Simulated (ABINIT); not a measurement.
# A GW chain in ABINIT: MoS2 (P6_3/mmc), part 2 of 2

How does a plane-wave GW calculation on MoS2 (P6_3/mmc) run from the first input to the gap?

ABINIT 10.8.3; PBE and many-body steps on it, plane waves. Known limits of the many-body steps: not at the basis limit; no spin-orbit coupling; coarse k mesh.

So far. Step 2 (Ground state): The gap is indirect, with the least direct gap 0.77 eV higher. Step 3 (Empty states on the mesh, 6×6×1 mesh, 170 bands): On this mesh the gap is 0.889 eV.

The database entry behind the starting cell differs from later determinations by our own check (about 0.3 % long), so it need not match the best structure at ambient conditions.

## Step 4: Screening, 6×6×1 mesh, 156 bands, screening to 130.6 eV

The RPA dielectric matrix is built and inverted for each q.

This step: RPA screening on PBE, plane waves, norm-conserving pseudopotentials.

Input file run.abi:

```
acell 3*1.0 Angstrom
rprim 
  3.169000000004 -0.000000000001 0.000000000000
  -1.584500000001 2.744434504597 0.000000000000
  0.000000000000 0.000000000000 12.324000000000
ntypat 2
znucl 42 16
natom 6
typat 1 1 2 2 2 2
xred 
  0.333333333333 0.666666666667 0.250000000000
  0.666666666667 0.333333333333 0.750000000000
  0.333333333333 0.666666666667 0.623000000000
  0.666666666667 0.333333333333 0.123000000000
  0.333333333333 0.666666666667 0.877000000000
  0.666666666667 0.333333333333 0.377000000000
pp_dirpath "pseudos"
pseudos "Mo.upf, S.upf"
ecut 36
ngkpt 6 6 1
nshiftk 1
shiftk 0 0 0
kptopt 1
chksymbreak 0
istwfk *1
occopt 1
irdwfk 1
optdriver 3
nband 156
ecuteps 4.8
inclvkb 2
awtr 1
symchi 1
indata_prefix "in"
outdata_prefix "out"
tmpdata_prefix "tmp"
```

Launch:

```sh
> OMP_NUM_THREADS=1 mpirun -n 4 abinit run.abi > log
```

Numbers of over 12 decimals in the logs are rounded to 6 here.

Output:

```text
.Version 10.8.3 of ABINIT. v10.8.2 released Aug 2026.

 Symmetries : space group P6_3/m m c (#194); Bravais hP (primitive hexag.)
[... echo of the input left out ...]
== DATASET  1 ==================================================================
-   mpi_nproc: 4, omp_nthreads: 1 (-1 if OMP is not activated)

--- !DatasetInfo
iteration_state: {dtset: 1, }
dimensions: {natom: 6, nkpt: 7, mband: 156, nsppol: 1, nspinor: 1, nspden: 1, mpw: 7481, }
cutoff_energies: {ecut:  36.0, pawecutdg:  -1.0, }
electrons: {nelect:   5.20000000E+01, charge:   0.00000000E+00, occopt:   1.00000000E+00, tsmear:   1.00000000E-02, }

 SCREENING: Calculation of the susceptibility and dielectric matrices

 Based on a program developped by R.W. Godby, V. Olevano, G. Onida, and L. Reining.
 Incorporated in ABINIT by V. Olevano, G.-M. Rignanese, and M. Torrent.
.Using double precision arithmetic ; gwpc =  8

[... cell and pseudopotentials left out ...]
--------------------------------------------------------------------------------

 ==== K-mesh for the wavefunctions ====
 Number of points in the irreducible wedge :     7
[... list of points left out ...]
 Together with 24 symmetry operations and time-reversal symmetry
 yields    36 points in the full Brillouin Zone.

 ==== Q-mesh for the screening function ====
 Number of points in the irreducible wedge :     7
[... list of points left out ...]
 Together with 24 symmetry operations and time-reversal symmetry
 yields    36 points in the full Brillouin Zone.

 setmesh: FFT mesh size selected  =    20x   20x   90
          total number of points  =        36000

 vcoul_init : cutoff-mode = AUXILIARY_FUNCTION
 q-points for optical limit:   1
     1)      0.000010    0.000020    0.000030

- screening: taking advantage of time-reversal symmetry
- Maximum band index for partially occupied states nbvw = 26
- Remaining bands to be divided among processors   nbcw = 130
- Number of bands treated by each node ~32

 Number of electrons calculated from density =   52.0000; Expected =   52.0000
 average of density, n =  0.071892
 r_s =    1.4919
 omega_plasma =   25.8640 [eV]

 calculating chi0 at frequencies [eV] :
  1    0.000000E+00    0.000000E+00
  2    0.000000E+00    2.586399E+01

--------------------------------------------------------------------------------
  q-point number  1        q = ( 0.000000, 0.000000, 0.000000) [r.l.u.]
--------------------------------------------------------------------------------
[... chi0 elements left out ...]
 For q-point:  0.000010 0.000020 0.000030
  dielectric constant =  14.5215
  dielectric constant without local fields =  16.2943

  Average fulfillment of the sum rule on Im[epsilon] for q-point    1 :     77.14  [%]
[... wings left out ...]
  q-point number  2        q = ( 0.166667, 0.000000, 0.000000) [r.l.u.]
--------------------------------------------------------------------------------
[... chi0 elements left out ...]
  Average fulfillment of the sum rule on Im[epsilon] for q-point    2 :     79.73  [%]

 [... 5 further q-points ...]
```

Wall time 2 min (4 MPI ranks of Arm Neoverse V2, shared host); peak memory 1.6 GiB.

Numbers from this step:

```
ε∞ with local fields, on this mesh, along the program's q direction : 14.52
the same without local fields                                       : 16.29
plasma frequency                                                    : 25.86 eV
plane waves in the screening matrix                                 : 341
```

Local fields lower ε∞ by 11 %. On a Γ-centred mesh this coarse the value itself is usually too large, while a short band sum pulls it down.

## Step 5: Self-energy, 6×6×1 mesh, 156 bands, screening to 130.6 eV

The self-energy is evaluated for the states that the input lists, and the levels follow from it, in one-shot runs by the linearised quasiparticle equation.

This step: G0W0 on PBE, plane waves, norm-conserving pseudopotentials.

run.abi: that of step 4 with these lines changed.

```diff
@@ -27,8 +27,19 @@
 irdwfk 1
-optdriver 3
+optdriver 4
 nband 156
+gwcalctyp 0
+ecutsigx 36
+symsigma 1
+nkptgw 3
+kptgw 
+  0.0000000000 0.0000000000 0.0000000000
+  0.1666666667 0.1666666667 0.0000000000
+  0.3333333333 0.3333333333 0.0000000000
+bdgw 
+  25 28
+  25 28
+  25 28
 ecuteps 4.8
-inclvkb 2
-awtr 1
-symchi 1
+irdscr 1
+ppmodel 1
 indata_prefix "in"
```

Output:

```text
.Version 10.8.3 of ABINIT. v10.8.2 released Aug 2026.

 Symmetries : space group P6_3/m m c (#194); Bravais hP (primitive hexag.)
[... echo of the input left out ...]
== DATASET  1 ==================================================================
-   mpi_nproc: 4, omp_nthreads: 1 (-1 if OMP is not activated)

--- !DatasetInfo
iteration_state: {dtset: 1, }
dimensions: {natom: 6, nkpt: 7, mband: 156, nsppol: 1, nspinor: 1, nspden: 1, mpw: 7481, }
cutoff_energies: {ecut:  36.0, pawecutdg:  -1.0, }
electrons: {nelect:   5.20000000E+01, charge:   0.00000000E+00, occopt:   1.00000000E+00, tsmear:   1.00000000E-02, }

 SIGMA: Calculation of the GW corrections

 Based on a program developped by R.W. Godby, V. Olevano, G. Onida, and L. Reining.
 Incorporated in ABINIT by V. Olevano, G.-M. Rignanese, and M. Torrent.
.Using double precision arithmetic ; gwpc =  8

[... cell and pseudopotentials left out ...]
--------------------------------------------------------------------------------

 ==== K-mesh for the wavefunctions ====
 Number of points in the irreducible wedge :     7
[... list of points left out ...]
 Together with 24 symmetry operations and time-reversal symmetry
 yields    36 points in the full Brillouin Zone.

 ==== Q-mesh for screening function ====
 Number of points in the irreducible wedge :     7
[... list of points left out ...]
 Together with 24 symmetry operations and time-reversal symmetry
 yields    36 points in the full Brillouin Zone.

 vcoul_init : cutoff-mode = AUXILIARY_FUNCTION
 q-points for optical limit:   1
     1)      0.000010    0.000020    0.000030
 setmesh: FFT mesh size selected  =    32x   32x  128
          total number of points  =       131072

 Number of electrons calculated from density =   52.0000; Expected =   52.0000
 average of density, n =  0.071892
 r_s =    1.4919
 omega_plasma =   25.8640 [eV]

 === KS Band Gaps ===
  >>>> For spin  1
   Minimum direct gap =   1.6539 [eV], located at k-point      :   0.3333  0.3333  0.0000
   Fundamental gap    =   0.8888 [eV], Top of valence bands at :   0.0000  0.0000  0.0000
                                       Bottom of conduction at :   0.1667  0.1667  0.0000
 SIGMA fundamental parameters:
 PLASMON POLE MODEL  1
 number of plane-waves for SigmaX                 7437
 number of plane-waves for SigmaC and W            341
 number of plane-waves for wavefunctions          7437
 number of bands                                   156
 number of independent spin polarizations            1
 number of spinorial components                      1
 number of k-points in IBZ                           7
 number of q-points in IBZ                           7
 number of symmetry operations                      24
 number of k-points in BZ                           36
 number of q-points in BZ                           36
 number of frequencies for dSigma/dE                 9
 frequency step for dSigma/dE [eV]                0.25
 number of omega for Sigma on real axis              0
 max omega for Sigma on real axis  [eV]           0.00
 zcut for avoiding poles [eV]                     0.10

 EPSILON^-1 parameters (SCR file):
 dimension of the eps^-1 matrix on file            341
 dimension of the eps^-1 matrix used               341
 number of plane-waves for wavefunctions          7437
 number of bands                                   156
 number of q-points in IBZ                           7
 number of frequencies                               2
 number of real frequencies                          1
 number of imag frequencies                          1

 matrix elements of self-energy operator (all in [eV])

 Perturbative Calculation

--- !SelfEnergy_ee
iteration_state: {dtset: 1, }
kpoint     : [   0.000,    0.000,    0.000, ]
spin       : 1
KS_gap     :    2.100
QP_gap     :    2.459
Delta_QP_KS:    0.360
data: !SigmaeeData |
     Band     E0 <VxcDFT>   SigX SigC(E0)      Z dSigC/dE  Sig(E)    E-E0       E
       25   7.290 -15.411 -16.658   1.470   0.777  -0.288 -15.238   0.173   7.463
       26   8.434 -16.391 -17.086   1.015   0.774  -0.291 -16.144   0.247   8.682
       27  10.534 -15.683 -11.194  -3.709   0.778  -0.285 -15.076   0.607  11.141
       28  10.534 -15.683 -11.194  -3.709   0.778  -0.285 -15.076   0.607  11.141

--- !SelfEnergy_ee
iteration_state: {dtset: 1, }
kpoint     : [   0.167,    0.167,    0.000, ]
spin       : 1
KS_gap     :    2.343
QP_gap     :    2.656
Delta_QP_KS:    0.313
data: !SigmaeeData |
     Band     E0 <VxcDFT>   SigX SigC(E0)      Z dSigC/dE  Sig(E)    E-E0       E
       25   6.952 -16.023 -17.484   1.726   0.773  -0.294 -15.818   0.204   7.156
       26   6.980 -16.154 -17.551   1.702   0.773  -0.294 -15.919   0.235   7.215
       27   9.323 -15.123 -11.048  -3.375   0.783  -0.277 -14.575   0.548   9.871
       28  10.062 -16.438 -11.872  -3.680   0.776  -0.289 -15.750   0.687  10.750

--- !SelfEnergy_ee
iteration_state: {dtset: 1, }
kpoint     : [   0.333,    0.333,    0.000, ]
spin       : 1
KS_gap     :    1.654
QP_gap     :    2.164
Delta_QP_KS:    0.510
data: !SigmaeeData |
     Band     E0 <VxcDFT>   SigX SigC(E0)      Z dSigC/dE  Sig(E)    E-E0       E
       25   7.670 -16.162 -16.792   0.978   0.777  -0.286 -15.891   0.271   7.942
       26   7.832 -16.516 -17.090   0.962   0.776  -0.288 -16.216   0.301   8.133
       27   9.486 -17.609 -13.378  -3.184   0.775  -0.291 -16.798   0.811  10.297
       28   9.486 -17.609 -13.378  -3.184   0.775  -0.291 -16.798   0.811  10.297

== END DATASET(S) ==============================================================
================================================================================

 -outvars: echo values of variables after computation  --------
           etotal      0.0000000000E+00
            nband         156
             nkpt           7
          spgroup         194
 [... the other variables as echoed above ...]

 Calculation completed.
```

The job ended after 33 s (4 MPI ranks; peak memory 1.3 GiB).

Numbers from this step:

| Item | Value |
| --- | --- |
| G0W0 gap on the points computed | 1.189 eV |
| starting gap on the mesh | 0.8887 eV |
| k of the valence top | 0, 0, 0 |
| k of the conduction bottom | 0.1667, 0.1667, 0 |
| Z at the valence top | 0.774 |
| Z at the conduction bottom | 0.783 |
| least direct G0W0 gap on the computed points | 2.164 eV |

The gap on the mesh goes from 0.89 eV to 1.19 eV, a correction of +0.30 eV.

Limits: finite bands, cutoff and mesh; no spin-orbit coupling; coarse k mesh. v1 is the top filled band, c1 the lowest empty one. The levels before and after the correction (eV, zero at the valence-band top of each column):

|  | conduction bottom | valence top |
| --- | --- | --- |
| Kohn-Sham | 0.89 | 0.00 |
| G0W0 | 1.19 | 0.00 |

|  | level | energy (eV) |
| --- | --- | --- |
| Kohn-Sham | Γ v2 | -1.145 |
| Kohn-Sham | Γ v1 | 0.000 |
| Kohn-Sham | Γ c1-c2 | 2.100 |
| Kohn-Sham | (0.167 0.167 0) v2 | -1.483 |
| Kohn-Sham | (0.167 0.167 0) v1 | -1.454 |
| Kohn-Sham | (0.167 0.167 0) c1 | 0.889 |
| Kohn-Sham | (0.167 0.167 0) c2 | 1.628 |
| G0W0 | Γ v2 | -1.219 |
| G0W0 | Γ v1 | 0.000 |
| G0W0 | Γ c1-c2 | 2.459 |
| G0W0 | (0.167 0.167 0) v2 | -1.526 |
| G0W0 | (0.167 0.167 0) v1 | -1.467 |
| G0W0 | (0.167 0.167 0) c1 | 1.189 |
| G0W0 | (0.167 0.167 0) c2 | 2.068 |

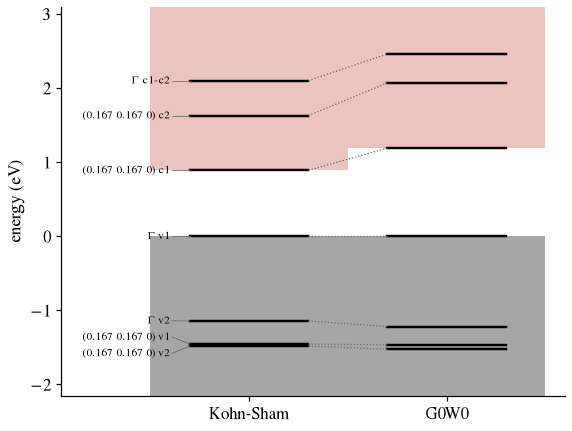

Levels before and after the correction. Shaded: valence and conduction bands.

## Step 6: Where the time went

Times are wall times on 4 MPI ranks of Arm Neoverse V2, shared host, good to a factor of about two.

| step | time | share | memory (GiB) |
| --- | --- | --- | --- |
| ground state | 44 s | 16 % | 0.44 |
| empty states on the mesh | 86 s | 31 % | 0.5 |
| screening | 2 min | 42 % | 1.6 |
| self-energy | 33 s | 12 % | 1.3 |

## Step 7: What came out

| Property | Result |
| --- | --- |
| PBE gap | 0.89 eV, indirect |
| G0W0 gap on the mesh | 1.19 eV |
| GW settings | 6×6×1 mesh, 156 bands, screening to 130.6 eV, Godby-Needs plasmon pole |
| known limits | not at the basis limit; no spin-orbit coupling; coarse k mesh |

**Reading.** G0W0 moves the gap on the mesh from 0.89 eV to 1.19 eV (+0.30 eV), with Z of 0.77 and 0.78 at the edges. Local fields lower the RPA ε∞ on this mesh from 16.29 to 14.52; a Γ-centred mesh this coarse tends to raise both, most where the direct gap is narrow, while a short band sum lowers them. Only 3 of the mesh's irreducible points were corrected, so a valley elsewhere could overtake. Bands and cutoff are finite, so the gap is not at the basis limit. The miss can reach some tenths of an eV and take either sign; the mesh is an error of its own. In the G0W0 run levels were corrected at 3 k points alone, so a gap called «on the mesh» is the least over those, and an edge elsewhere would be missed. The 6×6×1 mesh is coarse for this cell, which bears on the long-range parts of exchange and screening. The many-body steps are scalar-relativistic: spin-orbit coupling is not in them.

[Paths, hosts, dates, memory and timing lines, banners, echoed tables and standing remarks are left out of the program output.]

[Logs are printed without paths, hosts, clocks, repeated set-up lines and the standing remarks that a program may print on its own settings, such as how far it seeks lower states.]

[Runs of the session that timed out or met a known fault of the program may be left out.]

[Hosts, paths, dates, database ids (printed as entryN), source tags and the programs' standing remarks are cut or masked in the printed files.]

[G0W0 gaps are taken among the corrected bands and points alone; a level outside them can change the order at an edge.]

[Where Ansatz stands beside ABINIT at settings called matched, ABINIT's density can come from a denser mesh and the files from another edition; pairs whose starting gaps differed by over 0.03 eV were left out, so agreement reads better than it is.]
